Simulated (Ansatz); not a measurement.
**Single-point calculation of C3H12InN**

C3H12InN, computed with RKS LC-wPBE/def2-TZVPD (Ansatz 0.2.0).

Some settings of this run were made unusual or wrong on purpose. The geometry comes from this level: PBE0-D4/def2-TZVP.

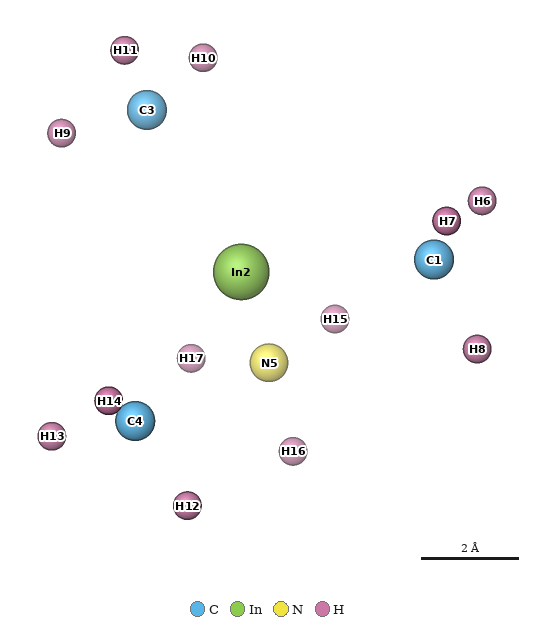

*The structure as given in the input (ball-and-stick view, seen at a tilt; atoms are numbered from 1 in the order of the input). Sticks are drawn by distance; a stretched bond gets none, so the picture shows separate pieces.*

Input
```yaml
crystal:
  periodic: [false, false, false]
  atoms:
    - {symbol: C, position_ang: [-2.120553, 1.739597, -3.292581]}
    - {symbol: In, position_ang: [0.373393, -0.271281, -0.710480]}
    - {symbol: C, position_ang: [4.076369, 1.317551, 0.122660]}
    - {symbol: C, position_ang: [-0.270250, -4.279227, -0.037692]}
    - {symbol: N, position_ang: [-1.654620, 1.193376, 3.150336]}
    - {symbol: H, position_ang: [-2.003372, 3.783159, -3.017275]}
    - {symbol: H, position_ang: [-1.599206, 1.348513, -5.252229]}
    - {symbol: H, position_ang: [-4.086696, 1.156946, -3.047252]}
    - {symbol: H, position_ang: [4.878282, 0.501833, 1.842319]}
    - {symbol: H, position_ang: [3.981818, 3.367857, 0.352225]}
    - {symbol: H, position_ang: [5.393524, 0.927668, -1.419444]}
    - {symbol: H, position_ang: [-2.287025, -4.714658, 0.055435]}
    - {symbol: H, position_ang: [0.616036, -4.899409, 1.721647]}
    - {symbol: H, position_ang: [0.536187, -5.407408, -1.568001]}
    - {symbol: H, position_ang: [-1.995101, 3.075913, 3.073962]}
    - {symbol: H, position_ang: [-3.326822, 0.302787, 3.426471]}
    - {symbol: H, position_ang: [-0.548250, 0.856024, 4.676058]}
basis:
  gaussian: {orbitals: def2-TZVPD, nuclear_model: gaussian}
hamiltonian: {xc: {name: LC-wPBE}}
```

Run as:
```bash
ansatz run in.yaml --threads 4 --pin off --events-out ev --progress --plain --max-ram 11315MiB
```

What the program printed
```
Functional definition: LC-wPBE
  name "LC-wPBE"
  cite "Vydrov & Scuseria, J. Chem. Phys. 125, 234109 (2006) doi:10.1063/1.2409292"
  cite "Heyd & Scuseria, J. Chem. Phys. 120, 7274 (2004) doi:10.1063/1.1668634"
  cite "Ernzerhof & Perdew, J. Chem. Phys. 109, 3313 (1998) doi:10.1063/1.476928"
  cite "Perdew, Burke & Ernzerhof, Phys. Rev. Lett. 77, 3865 (1996) doi:10.1103/PhysRevLett.77.3865"
  parent pbe
  parameter omega = 0.4/bohr
  exchange = pbe_x_sr(omega) + exact_x_lr(omega)
  correlation = pbe_c
1744 factors; their error is unknown
952 factors; integrals over basis functions are off by at most 2.4e-5 eV
mean field evaluation 1: about -9906.3502 eV, gradient 4.2e1 eV
mean field evaluation 2: about -9894.8618 eV, gradient 7.3e1 eV
mean field evaluation 4: about -9911.1435 eV, gradient 3.1e0 eV
mean field evaluation 8: about -9911.1828 eV, gradient 4.4e-1 eV
mean field evaluation 16: about -9911.1630 eV, gradient 1.4e-3 eV
mean field -9911.16297742 eV, -364.2285213925 hartree, gradient 6.5e-5 eV, S^2 0.000000; 0 other end points of the search recorded, 0 dependent functions left out
reference -9911.16297743 eV, -364.2285213932 hartree; 29, 29 occupied and 283, 283 virtual orbitals, 1744 factors
Total energy: -9911.16297743 eV, -364.2285213932 hartree
```

Outcome

```tsv
quantity	value
outcome	converged
total energy	−9911.1630 eV
SCF solution under orbital rotations	stable
hardware	4 threads of Arm Neoverse V1, 23 GiB of memory available, shared host
wall time	6 s (CPU time 21 s)
peak memory	0.74 GiB
```

A setting was made wrong on purpose: the coordinates are scaled as if typed in the wrong unit. The program still converged, but the numbers can't be taken as results for the intended system.
